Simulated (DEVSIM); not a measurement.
Device: abrupt InP n-p junction, at 250 K.

```
layer (left to right)  material  thickness (μm)  Nd (cm⁻³)  Na (cm⁻³)  τn (s)  τp (s)
---------------------  --------  --------------  ---------  ---------  ------  ------
1                           InP            25.0     5.7e14          -  1.4e-8  1.4e-8
2                           InP            32.0          -     1.3e17  1.4e-8  1.4e-8
```

Left contact: ohmic. Right contact: ohmic. Voltage is applied to the left contact. Recombination: SRH at mid-gap. Mobility is constant in doping.

The device is made up for the run: typed textbook-type constants, with dimensions and the other settings drawn at random. Values at 300 K; Nc and Nv go as T^1.5, mobilities as T to minus their exponent, the gap by Varshni's rule with the affinity fixed.

```
parameter              InP
----------------  --------
gap (eV)             1.344
affinity (eV)         4.38
permittivity          12.5
Nc (cm⁻³)           5.7e17
Nv (cm⁻³)           1.1e19
μn (cm²/Vs)           5200
μp (cm²/Vs)            170
T exponent of μn         2
T exponent of μp         2
Varshni α (eV/K)  0.000363
Varshni β (K)          162
```

Simulated with DEVSIM: 1D drift-diffusion, Boltzmann statistics, complete ionisation; no tunnelling, impact ionisation, image-force lowering or self-heating.

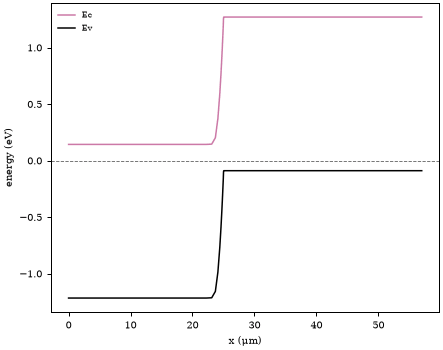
Figure: Band edges at zero bias

Energies count from the Fermi level of the right contact; mesh points crowd at the junctions.

```json
[
 {"x (μm)": "0.000", "Ec (eV)": "0.143", "Ev (eV)": "-1.217", "n (cm⁻³)": "5.7e14", "p (cm⁻³)": "< 1e2", "field (V/cm)": "≈ 0"},
 {"x (μm)": "0.04820", "Ec (eV)": "0.143", "Ev (eV)": "-1.217", "n (cm⁻³)": "5.7e14", "p (cm⁻³)": "< 1e2", "field (V/cm)": "≈ 0"},
 {"x (μm)": "0.2020", "Ec (eV)": "0.143", "Ev (eV)": "-1.217", "n (cm⁻³)": "5.7e14", "p (cm⁻³)": "< 1e2", "field (V/cm)": "≈ 0"},
 {"x (μm)": "0.6551", "Ec (eV)": "0.143", "Ev (eV)": "-1.217", "n (cm⁻³)": "5.7e14", "p (cm⁻³)": "< 1e2", "field (V/cm)": "≈ 0"},
 {"x (μm)": "2.920", "Ec (eV)": "0.143", "Ev (eV)": "-1.217", "n (cm⁻³)": "5.7e14", "p (cm⁻³)": "< 1e2", "field (V/cm)": "≈ 0"},
 {"x (μm)": "9.189", "Ec (eV)": "0.143", "Ev (eV)": "-1.217", "n (cm⁻³)": "5.7e14", "p (cm⁻³)": "< 1e2", "field (V/cm)": "≈ 0"},
 {"x (μm)": "19.25", "Ec (eV)": "0.143", "Ev (eV)": "-1.217", "n (cm⁻³)": "5.7e14", "p (cm⁻³)": "< 1e2", "field (V/cm)": "≈ 0"},
 {"x (μm)": "23.69", "Ec (eV)": "0.202", "Ev (eV)": "-1.158", "n (cm⁻³)": "3.7e13", "p (cm⁻³)": "< 1e2", "field (V/cm)": "2500"},
 {"x (μm)": "24.60", "Ec (eV)": "0.767", "Ev (eV)": "-0.593", "n (cm⁻³)": "150", "p (cm⁻³)": "9200000", "field (V/cm)": "10000"},
 {"x (μm)": "24.88", "Ec (eV)": "1.083", "Ev (eV)": "-0.277", "n (cm⁻³)": "< 1e2", "p (cm⁻³)": "2.2e13", "field (V/cm)": "12000"},
 {"x (μm)": "24.98", "Ec (eV)": "1.206", "Ev (eV)": "-0.154", "n (cm⁻³)": "< 1e2", "p (cm⁻³)": "6.5e15", "field (V/cm)": "15000"},
 {"x (μm)": "25.03", "Ec (eV)": "1.268", "Ev (eV)": "-0.092", "n (cm⁻³)": "< 1e2", "p (cm⁻³)": "1.2e17", "field (V/cm)": "1700"},
 {"x (μm)": "25.14", "Ec (eV)": "1.270", "Ev (eV)": "-0.090", "n (cm⁻³)": "< 1e2", "p (cm⁻³)": "1.3e17", "field (V/cm)": "≈ 0"},
 {"x (μm)": "25.47", "Ec (eV)": "1.270", "Ev (eV)": "-0.090", "n (cm⁻³)": "< 1e2", "p (cm⁻³)": "1.3e17", "field (V/cm)": "≈ 0"},
 {"x (μm)": "27.19", "Ec (eV)": "1.270", "Ev (eV)": "-0.090", "n (cm⁻³)": "< 1e2", "p (cm⁻³)": "1.3e17", "field (V/cm)": "≈ 0"},
 {"x (μm)": "31.64", "Ec (eV)": "1.270", "Ev (eV)": "-0.090", "n (cm⁻³)": "< 1e2", "p (cm⁻³)": "1.3e17", "field (V/cm)": "≈ 0"},
 {"x (μm)": "43.95", "Ec (eV)": "1.270", "Ev (eV)": "-0.090", "n (cm⁻³)": "< 1e2", "p (cm⁻³)": "1.3e17", "field (V/cm)": "≈ 0"},
 {"x (μm)": "52.85", "Ec (eV)": "1.270", "Ev (eV)": "-0.090", "n (cm⁻³)": "< 1e2", "p (cm⁻³)": "1.3e17", "field (V/cm)": "≈ 0"},
 {"x (μm)": "56.06", "Ec (eV)": "1.270", "Ev (eV)": "-0.090", "n (cm⁻³)": "< 1e2", "p (cm⁻³)": "1.3e17", "field (V/cm)": "≈ 0"},
 {"x (μm)": "56.70", "Ec (eV)": "1.270", "Ev (eV)": "-0.090", "n (cm⁻³)": "< 1e2", "p (cm⁻³)": "1.3e17", "field (V/cm)": "≈ 0"},
 {"x (μm)": "56.92", "Ec (eV)": "1.270", "Ev (eV)": "-0.090", "n (cm⁻³)": "< 1e2", "p (cm⁻³)": "1.3e17", "field (V/cm)": "≈ 0"},
 {"x (μm)": "57.00", "Ec (eV)": "1.270", "Ev (eV)": "-0.090", "n (cm⁻³)": "< 1e2", "p (cm⁻³)": "1.3e17", "field (V/cm)": "≈ 0"}
]
```
